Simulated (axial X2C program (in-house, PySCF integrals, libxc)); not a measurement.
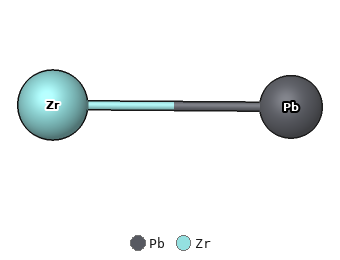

**Figure 1.** The molecule at the reference distance of 2.938 Å.

Run report: PbZr⁺, relativistic diatomic calculation

PbZr⁺, single determinant with M_S = 3/2 and |Λ| = 2. Computed at this level: BHandHLYP, spin-free X2C-1e, Pb dyall-v2z, Zr dyall-v2z (cores contracted) (axial X2C program (in-house, PySCF integrals, libxc)).

**The input**
```
{"zs": [82, 40], "q": 1, "bas": ["dyall-v2z", "dyall-v2z"], "levels": ["PBE0", "HF", "PBE50", "BHandHLYP"], "cc": false, "r0": 2.98, "npts": 10, "nst": 2, "ntry": 6, "opt": {"ecut": 1.0}}
```

The line is the task of a batch: nuclear charges, charge, bases, the levels to run, a first guess of the distance and further settings. This report covers BHandHLYP without spin-orbit coupling. The log is that of the reference distance 2.938 Å.

Hardware: 1 CPU thread, shared host.

The run was one of a batch that the task file lists, launched with:
```bash
python <driver script> task.json out
```

**The program's output**
```
spin-free X2C-1e  BHandHLYP
basis functions 214  fitting functions 1302  grid points 5802
iter        total energy     max residual
   1     -24484.044542124     2.13e-01
   2     -24484.048719704     4.32e-03
   3     -24484.048426907     5.06e-03
   4     -24484.049194761     2.28e-03
   5     -24484.049342655     8.02e-04
   6     -24484.049440089     7.70e-04
   7     -24484.049543561     5.20e-04
   8     -24484.049627642     3.66e-04
   9     -24484.049661419     3.15e-04
  10     -24484.049690466     2.22e-04
  11     -24484.049714200     1.51e-04
  12     -24484.049725655     5.32e-05
  13     -24484.049727385     3.26e-05
  14     -24484.049727611     2.33e-05
  15     -24484.049727772     9.92e-06
  16     -24484.049727812     2.42e-06
  17     -24484.049727813     8.54e-07
converged
one-electron -34700.30783043  Coulomb 10135.39440453  exact exchange -251.00440351  xc functional -258.90836260  nuclear repulsion 590.77646420
```

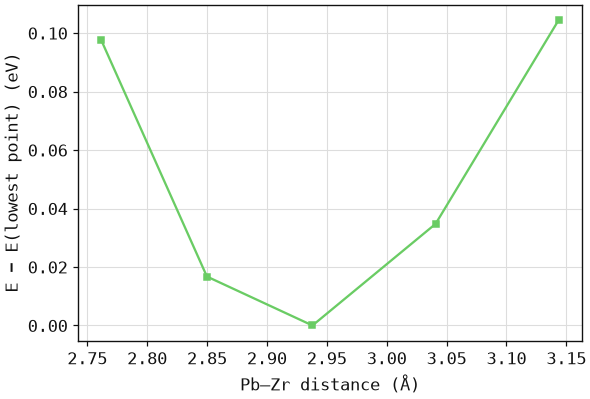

**Figure 2.** Energy at 5 bond lengths, for one set of occupations held fixed; the line joins the points. A polynomial of degree 3 through 5 points gives rₑ = 2.922 Å, ωₑ = 161.1 cm⁻¹ and Bₑ = 0.03146 cm⁻¹. The minimum lies 1.87 eV below Pb + Zr⁺, each computed as one determinant at the same level.

**What the run reported**

- outcome: converged
- bond length rₑ: 2.922 Å
- ωₑ: 161.1 cm⁻¹
- energy at the minimum: −24484.04975 hartree
- depth below the fragments: 1.87 eV
- largest ⟨S²⟩ along the curve: 3.76
- wall time: 14 s

**What is odd here**

This input holds a deliberate oddity: few virtuals (ecut = 1.0). The program ran to the end. Its numbers are those of the input as typed; this run alone doesn't show how far the oddity moves them. Limits: 5 of the 10 points asked for were kept.
